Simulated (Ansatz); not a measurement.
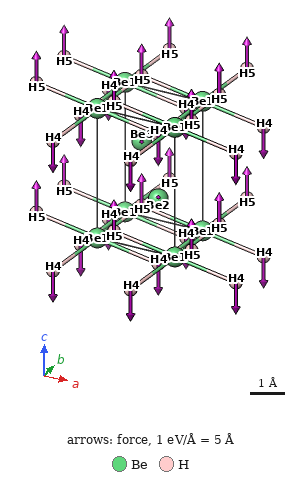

Starting geometry of a crystal of Be₃H₂ (a generated structure, set up in P-3m1) (coarse preliminary run) with the computed forces as purple arrows. The picture is a ball-and-stick view of the cell of the calculation, seen slightly off an axis.

Level of theory: DFT PBE, scalar-relativistic, plane waves, PAW in Ansatz 0.2.0.

The input:
```yaml
crystal:
  lattice:
    - [3.28884823, 0.0, 0.0]
    - [-1.64442411, 2.84822611, 0.0]
    - [0.0, 0.0, 4.028]
  atoms:
    - { symbol: Be, position: [0.0, 0.0, 0.0] }
    - { symbol: Be, position: [0.66666667, 0.33333333, 0.33333333] }
    - { symbol: Be, position: [0.33333333, 0.66666667, 0.66666667] }
    - { symbol: H, position: [0.66666667, 0.33333333, 0.83333333] }
    - { symbol: H, position: [0.33333333, 0.66666667, 0.16666667] }
basis:
  ecutwfc: 420
kpoints:
  mp_grid: { grid: [6, 6, 4] }
hamiltonian:
  xc: pbe
scf:
  occupations: { method: gaussian, width: 0.1 }
  lower_state_search: "off"
output:
  forces: true
  stress: true
  eigenvalues: true
relax:
  adjacent_minimum: "off"
  f_tol: 0.04
  max_steps: 70
  cell: { stress_tol: 0.4 }
```

Command:
```bash
ansatz run input.yaml --threads 1 --pin off --max-ram 2048MiB --backend cpu --events-out ev --progress --plain --runs-dir out
```

Question: Is this structure relaxed? If not, where do the atoms go?

Answer: It isn't relaxed: the largest force vector, on H atoms, is 0.20 eV/Å. The atoms end up moving mostly along the starting forces (cosine between the two patterns 0.88). The largest moves relative to the cell, 1.53 Å, are those of H4 and H5. H5 goes along +c. By element the largest moves are H 1.53 Å, Be 0.59 Å. Cell: a = b 3.289 → 2.291 Å (−30.3 %), c 4.028 → 7.334 Å (+82.1 %). Volume −11.6 %. Some distances before and after: Be1–H4 2.014 → 3.050 Å, Be2–H5 2.014 → 1.599 Å. New bonds form: Be2–H5 (2.01 → 1.60 Å), Be3–H4 (2.01 → 1.60 Å). The space group stays P-3m1 (No. 164). The energy falls by 643 meV per atom in 22 accepted moves (25 points after the start). Largest force component: 0.2 eV/Å at the start, 0.005 eV/Å at the end. The pressure goes from −7.01 to 0.08 GPa. The SCF was repeated 3 times at an unchanged geometry on a basis and grid sized afresh for the cell, which shifted the energy by 50.7 meV per atom at most. The run took 16 s on 1 thread of Intel(R) Xeon(R) Platinum 8488C (Sapphire Rapids), on a shared host, peak memory 0.35 GiB.

Limits of the set-up: the k-point mesh is coarse for a cell with partly filled bands.
